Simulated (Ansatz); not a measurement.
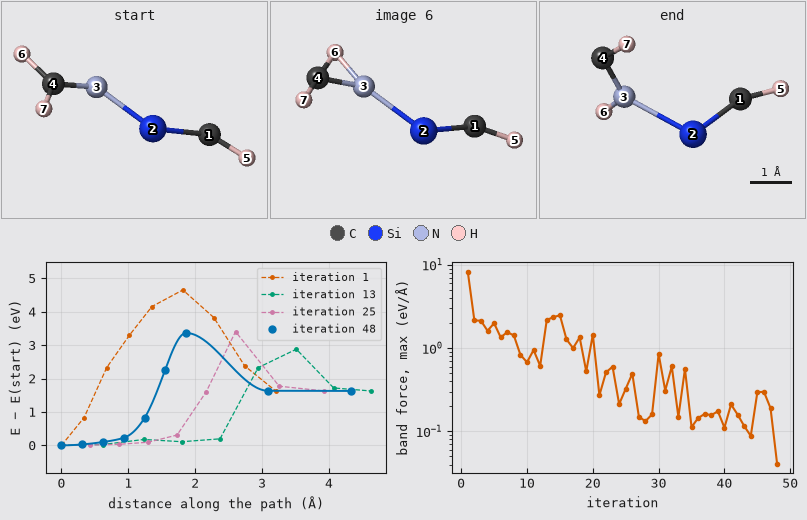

A search for the minimum-energy path of C₂H₃NSi by the nudged elastic band. Images are numbered from 0 (start) to 8 (end). The plot follows the band through its iterations. Style: ball-and-stick. Shown from a free direction.

Level of theory: RKS B3LYP-D4/def2-SVP in Ansatz. Run with 7 movable images; climbing image; force threshold 0.05 eV/Å; iteration limit 60; starting path through a guess of the saddle point.

> Judge this run.

The result is final at these settings. The band converged in 48 iterations. The largest component of the band force went from 8.3 to 0.041 eV/Å. The climbing image converged on the top of the path. Its vibrational analysis gives one imaginary mode (1995i cm⁻¹), as a transition state must have. The first iteration put the highest image at 4.65 eV. The energy climbs by 3.36 eV to image 6 and then falls by 1.74 eV, so the end point sits at +1.63 eV.
